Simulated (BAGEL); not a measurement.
**AlCNClOF (SMILES O=C=[N][Al]([F])[Cl]): HF/3-21G (density fitting with qzvpp-jkfit)**

Aim: the vertical ionisation energy of AlCNClOF at HF/3-21G (density fitting with qzvpp-jkfit), from 2 runs. 

The calculation is run with BAGEL 1.2.2.

6 further runs of the same task are left out: 4 that didn't finish, 2 set aside as unsound or not needed.

### 1 The system as given

AlCNClOF: 6 atoms, total charge 0, spin state singlet. SMILES: `O=C=[N][Al]([F])[Cl]`. The coordinates come from a PBE0-D4/def2-TZVP relaxation. This is one conformer, not always the lowest.

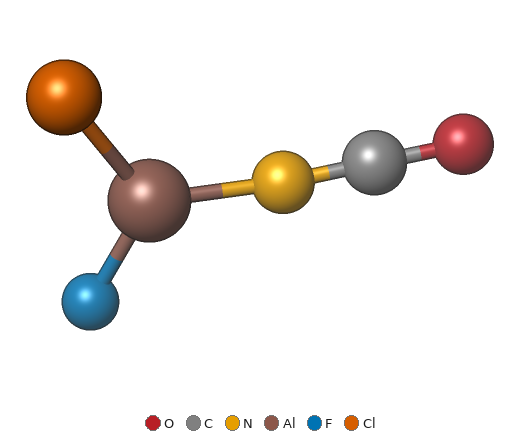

The structure, seen from a chosen angle (oxygen red, carbon grey, nitrogen amber, aluminium brown, fluorine blue, chlorine orange).

### 2 The energy at HF/3-21G (density fitting with qzvpp-jkfit)

Contents of calc.json:

```json
{ "bagel": [

{
  "title": "molecule",
  "basis": "3-21g",
  "df_basis": "qzvpp-jkfit",
  "angstrom": true,
  "geometry": [
    { "atom": "O", "xyz": [   -1.726000,   -0.301300,    2.353900 ] },
    { "atom": "C", "xyz": [   -1.034500,   -0.244700,    1.421600 ] },
    { "atom": "N", "xyz": [   -0.321400,   -0.196300,    0.461800 ] },
    { "atom": "Al", "xyz": [    0.694800,    0.033100,   -0.933400 ] },
    { "atom": "F", "xyz": [    1.379200,   -1.268200,   -1.642400 ] },
    { "atom": "Cl", "xyz": [    1.050000,    1.913400,   -1.707800 ] }
  ]
},
{
  "title": "hf"
},
{
  "title": "print",
  "file": "orbitals.molden",
  "orbitals": true
}

]}
```

Run with:

```console
$ BAGEL_NUM_THREADS=1 BAGEL calc.json > calc.out
```

The log of the run:

```text
* using 1 threads per process

  ===============================================================
  ===============================================================

  *** Geometry ***

  { "atom" : "O", "xyz" : [     -3.261667,     -0.569374,      4.448226 ] },
  { "atom" : "C", "xyz" : [     -1.954922,     -0.462416,      2.686435 ] },
  { "atom" : "N", "xyz" : [     -0.607358,     -0.370953,      0.872676 ] },
  { "atom" : "Al", "xyz" : [      1.312982,      0.062550,     -1.763870 ] },
  { "atom" : "F", "xyz" : [      2.606310,     -2.396551,     -3.103686 ] },
  { "atom" : "Cl", "xyz" : [      1.984212,      3.615802,     -3.227274 ] },

  Number of auxiliary basis functions:      562

  Since a DF basis is specified, we compute 2- and 3-index integrals:
    o Being stored without compression. Storage requirement is 0.017 GB

  Number of basis functions:       62
  Number of electrons      :       60

    * METHOD: MOLECULE                             0.27

  *** RHF ***

  === Nuclear Repulsion ===
   298.7166565711

      * DIIS with orbital gradients will be used.

  === RHF iteration (3-21g) ===
      0       -963.04177151          0.02704707           0.08
      1       -963.19126556          0.01698256           0.08
      2       -963.26013396          0.00152904           0.07
      3       -963.26084761          0.00096633           0.07
      4       -963.26112264          0.00014516           0.08
      5       -963.26113312          0.00004080           0.08
      6       -963.26113434          0.00001554           0.08
      7       -963.26113457          0.00000594           0.08
      8       -963.26113459          0.00000309           0.08
      9       -963.26113461          0.00000169           0.08
     10       -963.26113461          0.00000111           0.08
     11       -963.26113461          0.00000033           0.07
     12       -963.26113461          0.00000016           0.07
     13       -963.26113461          0.00000006           0.07
     14       -963.26113461          0.00000002           0.07
     15       -963.26113461          0.00000001           0.07
     16       -963.26113461          0.00000001           0.07
    * SCF iteration converged.

    * Permanent dipole moment:
           (    0.000231,     0.168271,    -0.028586) a.u.

    * METHOD: HF                                   1.49

    * METHOD: PRINT                                0.01

  ===============================================================
```

Run time: 1.9 s. Hardware: 1 thread of Arm Neoverse V1, shared host; peak memory 0.11 GiB.

### 3 The doublet cation

Contents of input.json:

```json
{ "bagel": [

{
  "title": "molecule",
  "basis": "3-21g",
  "df_basis": "qzvpp-jkfit",
  "angstrom": true,
  "geometry": [
    { "atom": "O", "xyz": [      -1.726000,      -0.301300,       2.353900 ] },
    { "atom": "C", "xyz": [      -1.034500,      -0.244700,       1.421600 ] },
    { "atom": "N", "xyz": [      -0.321400,      -0.196300,       0.461800 ] },
    { "atom": "Al", "xyz": [       0.694800,       0.033100,      -0.933400 ] },
    { "atom": "F", "xyz": [       1.379200,      -1.268200,      -1.642400 ] },
    { "atom": "Cl", "xyz": [       1.050000,       1.913400,      -1.707800 ] }
  ]
},

{ "title": "uhf", "charge": 1, "nopen": 1 },

{ "title": "print", "file": "orbitals.molden", "orbitals": true }

]}
```

Run with:

```console
$ BAGEL_NUM_THREADS=1 BAGEL input.json > input.out
```

The log of the run:

```text
* using 1 threads per process

  ===============================================================
  ===============================================================

  *** Geometry ***

  { "atom" : "O", "xyz" : [     -3.261667,     -0.569374,      4.448226 ] },
  { "atom" : "C", "xyz" : [     -1.954922,     -0.462416,      2.686435 ] },
  { "atom" : "N", "xyz" : [     -0.607358,     -0.370953,      0.872676 ] },
  { "atom" : "Al", "xyz" : [      1.312982,      0.062550,     -1.763870 ] },
  { "atom" : "F", "xyz" : [      2.606310,     -2.396551,     -3.103686 ] },
  { "atom" : "Cl", "xyz" : [      1.984212,      3.615802,     -3.227274 ] },

  Number of auxiliary basis functions:      562

  Since a DF basis is specified, we compute 2- and 3-index integrals:
    o Being stored without compression. Storage requirement is 0.017 GB

  Number of basis functions:       62
  Number of electrons      :       60

    * METHOD: MOLECULE                             0.28

  *** Open-shell HF ***

  === Nuclear Repulsion ===
   298.7166565711

      * DIIS with orbital gradients will be used.

  === UHF iteration (3-21g) ===
      0       -962.63499907          0.04836896           0.17
      1       -962.78074830          0.03563204           0.16
      2       -962.82050889          0.02756118           0.18
      3       -962.86976062          0.00300323           0.15
      4       -962.87237547          0.00124834           0.15
      5       -962.87494522          0.00094523           0.15
      6       -962.87628693          0.00075835           0.15
      7       -962.87757911          0.00041736           0.15
      8       -962.87778954          0.00010979           0.15
      9       -962.87780923          0.00005065           0.14
     10       -962.87781153          0.00002329           0.15
     11       -962.87781350          0.00001064           0.15
     12       -962.87781375          0.00000543           0.15
     13       -962.87781381          0.00000273           0.15
     14       -962.87781382          0.00000122           0.15
     15       -962.87781383          0.00000079           0.15
     16       -962.87781383          0.00000041           0.15
     17       -962.87781383          0.00000023           0.17
     18       -962.87781383          0.00000012           0.16
     19       -962.87781383          0.00000008           0.15
     20       -962.87781383          0.00000007           0.14
     21       -962.87781383          0.00000007           0.15
     22       -962.87781383          0.00000007           0.17
     23       -962.87781383          0.00000007           0.15
     24       -962.87781383          0.00000006           0.15
     25       -962.87781383          0.00000006           0.14
     26       -962.87781383          0.00000006           0.15
     27       -962.87781383          0.00000004           0.15
     28       -962.87781383          0.00000003           0.14
     29       -962.87781383          0.00000002           0.14
     30       -962.87781383          0.00000001           0.15
     31       -962.87781383          0.00000001           0.15
    * SCF iteration converged.

    * S^2 (UHF) is 0.9223

    * Permanent dipole moment:
           (    1.804335,     0.836027,    -2.546258) a.u.

    * METHOD: UHF                                  5.16

    * METHOD: PRINT                                0.01

  ===============================================================
```

It took 5.7 s on 1 thread of Arm Neoverse V1, shared host; peak memory 0.11 GiB.

### 4 Outcome

Level: HF/3-21G (density fitting with qzvpp-jkfit).

```
                                          quantity          value
                    singlet AlCNClOF: total energy  -963.26113 Eh
                   singlet AlCNClOF: dipole moment         0.43 D
                     singlet AlCNClOF: HOMO energy      -12.40 eV
                     singlet AlCNClOF: LUMO energy        1.76 eV
                   singlet AlCNClOF: HOMO–LUMO gap       14.16 eV
                      doublet cation: total energy  -962.87781 Eh
                              doublet cation: ⟨S²⟩          0.922
vertical ionisation energy (to the doublet cation)      10.431 eV
```

Removing an electron at fixed nuclei costs 10.43 eV (241 kcal/mol). The negative HOMO energy of the first species, 12.40 eV, lies 1.97 eV above that difference. ⟨S²⟩ (doublet cation) is 0.92 where a pure doublet has 0.75: the reference is spin-contaminated.
